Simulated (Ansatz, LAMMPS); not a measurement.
# Elastic response of amorphous Ge (61 atoms), part 2 of 3

How stiff is amorphous Ge (61 atoms), and how do its levels respond to strain?

Ansatz 0.2.0; Kohn-Sham DFT, PBEsol, PAW (set soft_1), plane waves.

The cell: 61 Ge. The quench rate of 5 K/ps is orders of magnitude faster than experiment. The starting topology of bonds comes from the classical model. Only the Γ point is sampled.

So far. Step 2 (Single point at the start): The r.m.s. force at the start is 0.23 eV/Å. Step 3 (Cell and atoms relaxed): The relaxation converged after 7 steps, with a largest force component of 0.033 eV/Å.

### 4. Single point at the relaxed geometry

The electronic structure is read at the final geometry, in a run of its own.

The input, input.yaml:

```yaml
crystal:
  lattice:
    - [11.52622, -0.23354, -0.23041]
    - [-0.23354, 11.12276, 0.19442]
    - [-0.23041, 0.19442, 11.19428]
  atoms:
    - { symbol: Ge, position: [0.14293, 0.00321, 0.37778] }
    - { symbol: Ge, position: [0.50832, 0.25864, 0.78924] }
    - { symbol: Ge, position: [0.37745, 0.9292, 0.6883] }
    - { symbol: Ge, position: [0.52834, 0.63028, 0.79124] }
    - { symbol: Ge, position: [0.32956, 0.89909, 0.18997] }
    - { symbol: Ge, position: [0.87669, 0.90464, 0.63696] }
    [... 49 atom lines left out ...]
    - { symbol: Ge, position: [0.35917, 0.57938, 0.10866] }
    - { symbol: Ge, position: [0.97969, 0.22346, 0.95152] }
    - { symbol: Ge, position: [0.70855, 0.57069, 0.89227] }
    - { symbol: Ge, position: [0.86204, 0.15745, 0.13281] }
    - { symbol: Ge, position: [0.40534, 0.44749, 0.80238] }
    - { symbol: Ge, position: [0.71703, 0.19276, 0.47218] }
kpoints:
  mp_grid: { grid: [1, 1, 1] }
hamiltonian:
  xc: pbesol
  pseudopotentials: { kind: paw, azcp: { folder: soft_1 }, xc_functional: pbe }
scf:
  occupations: { method: gaussian, width: 0.025 }
output:
  forces: true
  stress: true
  populations: true
  dos:
    method: { smearing: { sigma: 0.1 } }
    de: 0.1
    projected: { site_lists: { Ge: [Ge] } }
  eigenvalues: true
  write_density: true
  write_potential: true
  volumetric_format: npy
```

The run is started by

```sh
$ ansatz run input.yaml --threads 4 --pin off --max-ram 8192MiB --backend cpu --events-out ev --progress --plain --runs-dir out
```

Numbers of over 12 decimals in the logs are rounded to 6 here.

The log of the run:

```text
[...]
Crystal: 61 atoms, lattice volume = 1433.529 Å³
Basis set: ecut = 420 eV, 28041 PW (Γ), exchange–correlation on 160×150×150 points (8 copies of the dense FFT grid, shifted against one another)
Bands: 513, of which v1, the nominal top of the filled ones, is band 427 counted from 1 (426 counted from 0)
Symmetry: 1 space group operations
[...]
k-points: 1
[...]
SCF iter   1: F=—  HF=-259454.272034 eV  |F-HF|=—  |Δ(HF+E_count)|=         —  Δρ=3.25e-2  dr2=1.66e1  ethr=3.10e-3  ⟨swp⟩=6.0  Hψ=1851  notcnv=0
[...]
SCF iter  15: F=-259451.315539 eV  HF=-259451.315539 eV  |F-HF|=2.68e-9  |Δ(HF+E_count)|=   3.01e-8  Δρ=7.18e-7  dr2=2.02e-8  ethr=1.17e-11  ⟨swp⟩=7.0  Hψ=2443  notcnv=0
SCF 1 converged in 15 iterations: F = -259451.315539 eV  dr2 = 2.02e-8
[...]
SCF converged after 15 iterations
Free energy (F): -259451.315539 eV
[...]
Internal energy: -259451.315539 eV  (E = F + TS)
E sigma→0 (E₀):  -259451.315539 eV
Fermi energy:    7.602249 eV
[...]
--- Forces (eV/Å), atoms counted from 1 ---
  atom   1  Ge     0.00304131     0.00422876     0.01920641
  atom   2  Ge     0.00029808    -0.00064163     0.00037272
  atom   3  Ge    -0.00164161     0.00324097    -0.00359252
  atom   4  Ge    -0.00004229     0.00144509    -0.00480411
  atom   5  Ge    -0.00546446     0.00670448     0.02731994
  atom   6  Ge    -0.01195575    -0.00162782     0.00678351
  atom   7  Ge     0.01353861    -0.00037498    -0.00367235
  atom   8  Ge    -0.00591407    -0.00066535    -0.00772264
  atom   9  Ge    -0.01697286     0.00579169     0.00976834
  atom  10  Ge     0.00854919     0.01432635    -0.01048079
  atom  11  Ge    -0.00289894     0.00862652    -0.00771154
  atom  12  Ge     0.00317775     0.01526284    -0.00979901
  atom  13  Ge     0.01002649    -0.01005953     0.01931190
  atom  14  Ge    -0.00521739    -0.00554022    -0.00441025
[...]
atom  60  Ge     0.00021418    -0.00139882    -0.00127073
  atom  61  Ge    -0.00736563     0.01082912    -0.00835535
  max |Σ_I F_I| component: 1.66e-6 eV/Å
--- Stress (GPa, compression-positive) ---
        0.022861      -0.016345      -0.005895
       -0.016345      -0.005565      -0.006286
       -0.005895      -0.006286       0.012582
  P = ⅓ Tr σ = 0.0100 GPa (0.100 kbar)
--- Band table (eV) ---
[...]
--- Löwdin populations: 61 sites ---
  site symbol       q [e]
     0     Ge     13.9155
     1     Ge     13.9806
     2     Ge     13.9638
[...]
60     Ge     13.9743
  spilling = 0.002069 (of n_electrons = 854.000000)
```

The job ended after 34 s (4 threads of Arm Neoverse V2, shared host; peak memory 2.2 GiB; 2.2 min of CPU time).

Read from the output:

```yaml
free_energy: -259451.3155 eV
free_energy_per_atom: -4253.3003 eV/atom
scf_cycles: 15
pressure: 0.009959 GPa
r_m_s_force_component: 0.00864 eV/Å
longest_force: 0.03756 eV/Å
fermi_energy: 7.602 eV
spacing_of_highest_filled_and_lowest_empty_level: 0.393 eV
spilling_of_the_projection: 0.002069
```

The mean of these charges, 0.029 e, is only the charge that the projection spills.

Löwdin charges by element and coordination (they lack the spilled electrons, 0.029 e an atom on average):

```tsv
element	coordination	atoms	mean charge (e)	spread	least	most
Ge	all	61	0.029	0.02	-0.017	0.0947
Ge	3	1	0.0947	0	0.0947	0.0947
Ge	4	57	0.0284	0.018	-0.017	0.0845
Ge	5	3	0.0185	0.0218	-9.0e-4	0.049
```

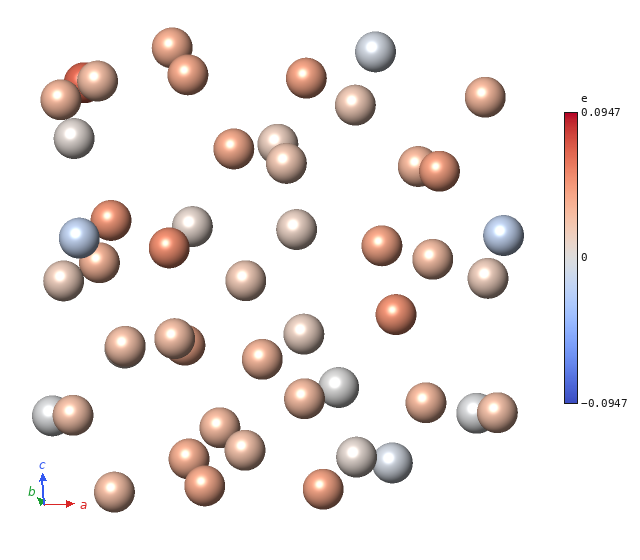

Atoms coloured by Löwdin charge. Drawn is a slice 7 Å thick, seen along the normal of the ac plane.

Density of states as counts of states in windows of 1 eV (from the Fermi level), total and the larger projections:

```tsv
from (eV)	to (eV)	total	Ge p	Ge s
-18	-13	0.0	0.0	0.0
-13	-12	2.0	0.0	1.9
-12	-11	12.3	2.6	9.6
-11	-10	22.2	5.5	16.5
-10	-9	16.2	4.4	11.7
-9	-8	13.8	4.0	9.7
-8	-7	19.4	6.6	12.6
-7	-6	14.3	6.2	8.0
-6	-5	13.9	7.3	6.5
-5	-4	11.8	8.4	3.3
-4	-3	22.7	21.0	1.5
-3	-2	32.6	29.9	2.4
-2	-1	40.7	38.1	2.1
-1	0	22.1	20.2	1.5
0	1	14.0	9.8	3.5
1	2	25.3	17.0	6.4
2	3	33.6	24.2	5.8
3	4	35.8	26.0	4.5
4	5	37.3	26.8	3.2
```

Between -25 and -18 eV lie 610 more states.

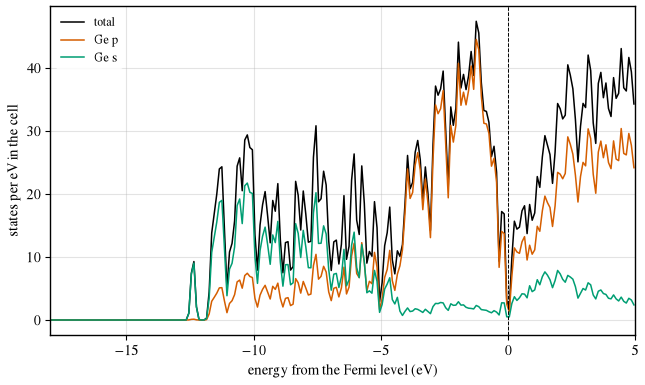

Total and projected density of states, with the broadening of the input.

The levels nearest the highest filled one (over half full), pooled over k-points and spins:

```tsv
level less the highest filled one (eV)	occupation
-0.450	2
-0.371	2
-0.284	2
-0.262	2
-0.0044	2
0	2
0.393	0
0.512	0
0.658	0
0.784	0
0.875	0
1.04	0
```

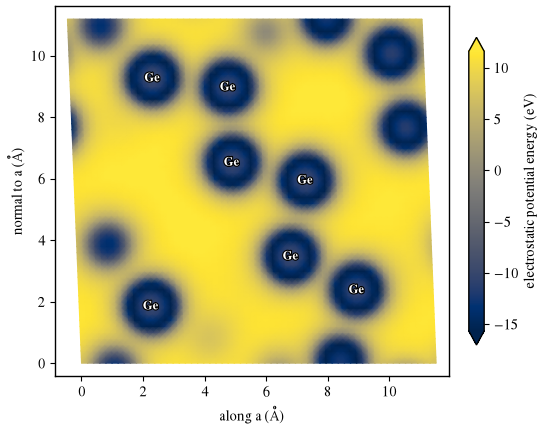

Electrostatic potential energy in the ac plane at fractional y = 0.223, with atoms of Ge within 0.2 Å of it. With pseudopotentials it is smooth inside the atoms' cores, unlike the true potential. The map starts off the cell's origin, so that atoms lie inside it.

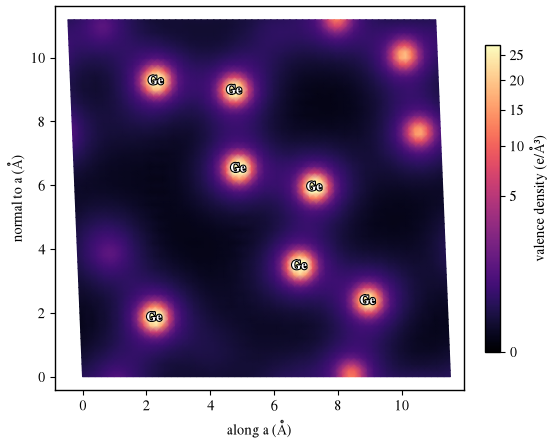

Valence density in the ac plane at fractional y = 0.223, with atoms of Ge within 0.2 Å of it. It is the smooth field of the valence electrons, not physical close to the nuclei. The map starts off the cell's origin, so that atoms lie inside it. The colour scale is stretched toward low values.

The highest filled and lowest empty levels differ by 0.393 eV (at Γ alone); a semilocal functional tends to put such gaps too low. In a disordered cell it changes from sample to sample, and tail or defect levels can set it. Löwdin charges run from -0.02 to +0.09 e, about a mean that is the spilled charge alone. Within 0.4 eV of the Fermi level the largest share is Ge p (80 % of the projected weight).

### 5. Volume -3 %

The relaxed cell is scaled evenly and the atoms are relaxed again; the stress at the end gives one point of P(V).

input.yaml, the sections that differ from step 4:

```yaml
crystal:
  lattice:
    - [11.40979, -0.23118, -0.22808]
    - [-0.23118, 11.0104, 0.19246]
    - [-0.22808, 0.19246, 11.0812]
  atoms:
    [... the 61 atom lines of step 4 ...]
output:
  forces: true
  eigenvalues: true
  stress: true
relax:
  f_tol: 0.05
  max_steps: 70
# kpoints, hamiltonian, scf: as in step 4
```

The log of the run:

```text
Warning: output.stress: scf.convergence.dr2_threshold = 1e-7 eV (the SCF's general default) is looser than the 6.1e-9 eV advised for a printed stress (1e-10 eV for each atom of the cell: 61). What an SCF threshold leaves in a stress goes as its square root, and in the free energy as the threshold itself, and one threshold admits the most on a small cell: [...]
[...]
Crystal: 61 atoms, lattice volume = 1390.523 Å³
Basis set: ecut = 420 eV, 27139 PW (Γ), exchange–correlation on 160×150×150 points (8 copies of the dense FFT grid, shifted against one another)
Bands: 513, of which v1, the nominal top of the filled ones, is band 427 counted from 1 (426 counted from 0)
Symmetry: 1 space group operations
[...]
k-points: 1
[...]
SCF iter   1: F=—  HF=-259454.151103 eV  |F-HF|=—  |Δ(HF+E_count)|=         —  Δρ=3.39e-2  dr2=1.74e1  ethr=3.10e-3  ⟨swp⟩=6.0  Hψ=1848  notcnv=0
[...]
SCF iter   9: F=—  HF=-259451.049469 eV  |F-HF|=—  |Δ(HF+E_count)|=   1.51e-4  Δρ=3.87e-5  dr2=8.81e-5  ethr=4.78e-8  ⟨swp⟩=2.0  Hψ=523  notcnv=0  defer=81
SCF iter  10: F=-259451.049508 eV  HF=-259451.049497 eV  |F-HF|=1.07e-5  |Δ(HF+E_count)|=   2.81e-5  Δρ=1.98e-5  dr2=1.10e-5  ethr=7.32e-9  ⟨swp⟩=10.0  Hψ=2129  notcnv=0
SCF 1 converged in 10 iterations: F = -259451.049508 eV  dr2 = 1.10e-5
[...]
relax step   1: F+E_penalty+E_count = -259451.04950812 eV  Δ(F+E_penalty+E_count) = +0.000e0 eV  max|allowed force component| = 1.449e-1 eV/Å  Δτ_max = 0.0000 Å  (10 SCF iters, dr2 threshold 6.25e-5 eV, accepted)
[...]
relax step   2: F+E_penalty+E_count = -259451.07624896 eV  Δ(F+E_penalty+E_count) = -2.674e-2 eV  max|allowed force component| = 5.142e-2 eV/Å  Δτ_max = 0.0339 Å  (9 SCF iters, accepted)
[...]
relax step   3: F+E_penalty+E_count = -259451.08238982 eV  Δ(F+E_penalty+E_count) = -6.141e-3 eV  max|allowed force component| = 3.651e-2 eV/Å  Δτ_max = 0.0227 Å  (8 SCF iters, accepted)
SCF converged after 8 iterations
Free energy (F): -259451.082390 eV
[...]
Internal energy: -259451.082390 eV  (E = F + TS)
E sigma→0 (E₀):  -259451.082390 eV
Fermi energy:    7.997446 eV
[...]
Σ components = -259451.082390   (vs F -259451.082390, Δ=0.00e0)
--- Forces (eV/Å), atoms counted from 1 ---
  atom   1  Ge    -0.01395385    -0.01235441    -0.00509780
  atom   2  Ge    -0.00030025     0.00563876     0.01768675
  atom   3  Ge    -0.00766834     0.00099682     0.00533685
  atom   4  Ge     0.01016719    -0.00428706     0.00787632
[...]
atom  61  Ge     0.00803536     0.00069906     0.00499332
  max |Σ_I F_I| component: 1.41e-5 eV/Å
--- Stress (GPa, compression-positive) ---
        1.934501      -0.009842       0.051251
       -0.009842       1.672533      -0.021130
        0.051251      -0.021130       1.770031
  P = ⅓ Tr σ = 1.7924 GPa (17.924 kbar)
--- Band table (eV) ---
[...]
--- Relaxed structure (3 steps of the walk, 3 accepted, 0 SCFs on fresh bases) ---
  F+E_penalty+E_count = -259451.08238982 eV   max|allowed force component| = 3.651e-2 eV/Å
  atoms:
    - { symbol: Ge, position: [0.145199, 0.000935471, 0.376481] }
    - { symbol: Ge, position: [0.509252, 0.259960, 0.787966] }
    - { symbol: Ge, position: [0.376839, 0.928281, 0.688437] }
    - { symbol: Ge, position: [0.528208, 0.632415, 0.791442] }
[...]
- { symbol: Ge, position: [0.718144, 0.193134, 0.469693] }
```

The job ended after 60 s (4 threads; peak memory 2.1 GiB).

The program notes that the SCF threshold is loose for the stress.

The relaxation converged after 3 steps, 0.0329 eV below its start, with a largest force component of 0.037 eV/Å.

Volume -3 %: the energy stands 0.233 eV above that of the reference, at a pressure of 1.79 GPa.

### 6. Volume +3 %

The relaxed cell is scaled to another volume.

Input and log are left out; they have the form of those shown for this kind of step.

Wall time 65 s (4 threads of Arm Neoverse V2, shared host); peak memory 2.3 GiB.

The relaxation converged after 3 steps, 0.0286 eV below its start, with a largest force component of 0.030 eV/Å.

Volume +3 %: the energy stands 0.203 eV above that of the reference, at a pressure of -1.50 GPa.

### 7. Volume -6 %

The relaxed cell is scaled to another volume.

input.yaml, the sections that differ from step 5:

```yaml
crystal:
  lattice:
    - [11.29092, -0.22877, -0.22571]
    - [-0.22877, 10.8957, 0.19045]
    - [-0.22571, 0.19045, 10.96576]
  atoms:
    [... the 61 atom lines of step 4 ...]
# kpoints, hamiltonian, scf, output, relax: as in step 5
```

The log of the run:

```text
[...]
Crystal: 61 atoms, lattice volume = 1347.516 Å³
Basis set: ecut = 420 eV, 26373 PW (Γ), exchange–correlation on 160×150×150 points (8 copies of the dense FFT grid, shifted against one another)
Bands: 513, of which v1, the nominal top of the filled ones, is band 427 counted from 1 (426 counted from 0)
Symmetry: 1 space group operations
[...]
k-points: 1
[...]
SCF iter   1: F=—  HF=-259453.449075 eV  |F-HF|=—  |Δ(HF+E_count)|=         —  Δρ=3.53e-2  dr2=1.81e1  ethr=3.10e-3  ⟨swp⟩=6.0  Hψ=1862  notcnv=0
[...]
SCF iter   9: F=—  HF=-259450.193968 eV  |F-HF|=—  |Δ(HF+E_count)|=   1.23e-4  Δρ=3.61e-5  dr2=7.02e-5  ethr=3.93e-8  ⟨swp⟩=2.0  Hψ=856  notcnv=0  defer=81
SCF iter  10: F=-259450.193998 eV  HF=-259450.193992 eV  |F-HF|=6.06e-6  |Δ(HF+E_count)|=   2.47e-5  Δρ=1.84e-5  dr2=1.06e-5  ethr=7.32e-9  ⟨swp⟩=9.0  Hψ=2179  notcnv=0
SCF 1 converged in 10 iterations: F = -259450.193998 eV  dr2 = 1.06e-5
[...]
relax step   1: F+E_penalty+E_count = -259450.19399834 eV  Δ(F+E_penalty+E_count) = +0.000e0 eV  max|allowed force component| = 2.828e-1 eV/Å  Δτ_max = 0.0000 Å  (10 SCF iters, dr2 threshold 6.25e-5 eV, accepted)
[...]
relax step   2: F+E_penalty+E_count = -259450.30430188 eV  Δ(F+E_penalty+E_count) = -1.103e-1 eV  max|allowed force component| = 1.141e-1 eV/Å  Δτ_max = 0.0694 Å  (7 SCF iters, dr2 threshold 5.00e-6 eV, accepted)
[...]
relax step   3: F+E_penalty+E_count = -259450.33283878 eV  Δ(F+E_penalty+E_count) = -2.854e-2 eV  max|allowed force component| = 8.510e-2 eV/Å  Δτ_max = 0.0472 Å  (10 SCF iters, accepted)
relax step   4: F+E_penalty+E_count = -259450.34520913 eV  Δ(F+E_penalty+E_count) = -1.237e-2 eV  max|allowed force component| = 6.897e-2 eV/Å  Δτ_max = 0.0553 Å  (10 SCF iters, accepted)
relax step   5: F+E_penalty+E_count = -259450.35103696 eV  Δ(F+E_penalty+E_count) = -5.828e-3 eV  max|allowed force component| = 4.250e-2 eV/Å  Δτ_max = 0.0608 Å  (7 SCF iters, dr2 threshold 2.65e-6 eV, accepted)
[...]
relax step   6: F+E_penalty+E_count = -259450.35103715 eV  Δ(F+E_penalty+E_count) = -1.813e-7 eV  max|allowed force component| = 4.245e-2 eV/Å  Δτ_max = 0.0000 Å  (4 SCF iters, accepted)
SCF converged after 4 iterations
Free energy (F): -259450.351037 eV
[...]
Internal energy: -259450.351037 eV  (E = F + TS)
E sigma→0 (E₀):  -259450.351037 eV
Fermi energy:    8.416323 eV
[...]
Σ components = -259450.351037   (vs F -259450.351037, Δ=0.00e0)
--- Forces (eV/Å), atoms counted from 1 ---
  atom   1  Ge    -0.00220520     0.00844663     0.01281818
  atom   2  Ge    -0.00881422    -0.00514812     0.00653255
  atom   3  Ge    -0.00917051     0.01018070    -0.00201741
  atom   4  Ge     0.00524315     0.00391379     0.00130896
[...]
atom  61  Ge    -0.00452600     0.01602341     0.01150743
  max |Σ_I F_I| component: 4.66e-6 eV/Å
--- Stress (GPa, compression-positive) ---
        4.145975      -0.050247       0.103923
       -0.050247       3.354947      -0.037239
        0.103923      -0.037239       3.755762
  P = ⅓ Tr σ = 3.7522 GPa (37.522 kbar)
--- Band table (eV) ---
[...]
--- Relaxed structure (6 steps of the walk, 6 accepted, 0 SCFs on fresh bases) ---
  F+E_penalty+E_count = -259450.35103715 eV   max|allowed force component| = 4.245e-2 eV/Å
  atoms:
    - { symbol: Ge, position: [0.147757, -0.00251181, 0.374153] }
    - { symbol: Ge, position: [0.510691, 0.262125, 0.786709] }
    - { symbol: Ge, position: [0.374382, 0.924196, 0.689238] }
    - { symbol: Ge, position: [0.527264, 0.633779, 0.793173] }
[...]
- { symbol: Ge, position: [0.720516, 0.192857, 0.465048] }
```

Elapsed: 1.9 min, on 4 threads; peak memory 2.1 GiB; 7.4 min of CPU time.

The relaxation converged after 6 steps, 0.157 eV below its start, with a largest force component of 0.042 eV/Å.

Volume -6 %: the energy stands 0.965 eV above that of the reference, at a pressure of 3.75 GPa.

### 8. Volume +6 %

The relaxed cell is scaled to another volume.

Input and log are left out; they have the form of those shown for this kind of step.

Wall time 69 s (4 threads of Arm Neoverse V2, shared host); peak memory 2.3 GiB.

The relaxation converged after 3 steps, 0.101 eV below its start, with a largest force component of 0.049 eV/Å.

Volume +6 %: the energy stands 0.781 eV above that of the reference, at a pressure of -2.78 GPa.

(Continued in part 3 of 3.)

[Logs are printed without paths, hosts, clocks, repeated set-up lines and the standing remarks that a program may print on its own settings, such as how far it seeks lower states.]

[Hosts, paths, dates, database ids (printed as entryN), source tags and the programs' standing remarks are cut or masked in the printed files.]
